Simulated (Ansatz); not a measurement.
# BCl2 (SMILES Cl[B]Cl): ROCCSD/def2-SVP (accuracy low)

We compute a structure relaxation of BCl2. 

Program for the calculation: Ansatz 0.2.0.

### 1 Starting point

BCl2: 3 atoms, total charge 0, spin state doublet. As SMILES, `Cl[B]Cl`. The shape is that of a PBE0-D4/def2-TZVP optimisation. The run starts from this shape.

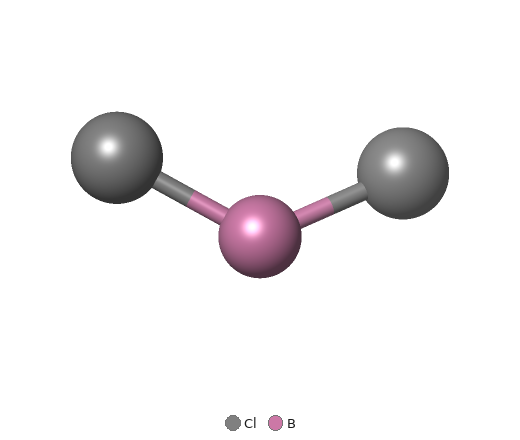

The structure, seen from a chosen angle (chlorine grey, boron pink).

### 2 A geometry optimisation at ROCCSD/def2-SVP (accuracy low)

Input file run.yaml:

```yaml
crystal:
  periodic: [false, false, false]
  atoms:
    - {symbol: Cl, position_ang: [0.371500, -1.525600, 0.030000]}
    - {symbol: B, position_ang: [-0.463900, -0.050300, -0.256900]}
    - {symbol: Cl, position_ang: [0.081500, 1.511100, 0.213700]}
basis:
  gaussian: {orbitals: def2-SVP}
relax: {f_tol: 0.05}
correlation: {method: ccsd, electrons: all}
magnetization: {spin_polarized: false, initial_magnetization: 1}
accuracy: low
output: {orbitals: {seedname: orbitals}}
```

On the command line:

```bash
$ ansatz run run.yaml --threads 1 --pin off --max-ram 2610MiB --events-out events.jsonl --progress --plain --runs-dir runs
```

The log of the run:

```text
Warning: RAYON_NUM_THREADS=1 ignored (pool sized by the plan → 1); use --threads N
The last accepted step is kept in runs//last_step.txt (removed where the run ends without a failure and the disk answers)
[... 100 lines left out ...]
Total energy: -25681.20243991 eV, -943.7667823225 hartree
[... 3 lines left out ...]
Dipole moment:     0.069729     0.004344     0.038252 e Å
```

It took 79 s on 1 thread of Arm Neoverse V2, shared host; peak memory 0.32 GiB.

Steps, from the record of the run:

| step | energy from the first frame kept (eV) | largest force (eV/Å) |
| --- | --- | --- |
| 1 | 0.0000 | 0.2845 |
| 2 | -0.0021 | 0.1367 |
| 3 | -0.0023 | 0.0936 |
| 4 | -0.0028 | 0.0017 |

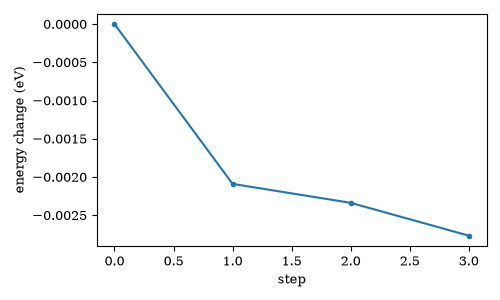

Energy along the run.

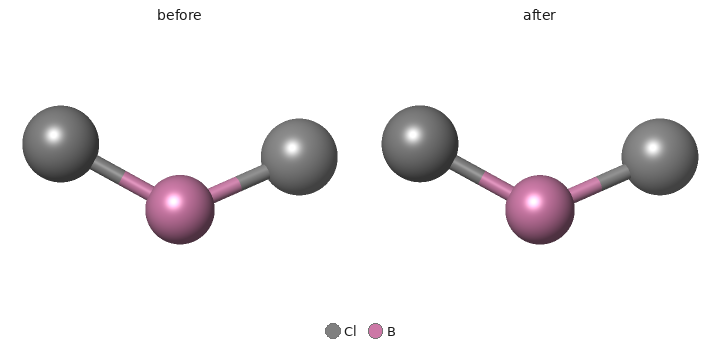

Before and after, at one scale.

After the run. Bond lengths: Cl1–B2 1.729 Å, B2–Cl3 1.729 Å. Angles: Cl1–B2–Cl3 125.5°.

### 3 Summary of results

At ROCCSD/def2-SVP (accuracy low):

```
                          quantity          value
           total energy at the end  -943.76678 Eh
dipole moment (correlated density)         0.38 D
                correlation energy     -374.0 mEh
                              ⟨S²⟩          0.750
                     T1 diagnostic          0.012
```

At the final geometry: Bond lengths: Cl1–B2 1.729 Å, B2–Cl3 1.729 Å. Angles: Cl1–B2–Cl3 125.5°. The optimisation took 3 steps and changed the energy by -0.003 eV. Mulliken charges run from -0.04 on Cl3 to +0.08 on B2; they depend strongly on the basis. The accuracy setting is loose, so the last digits carry no meaning.
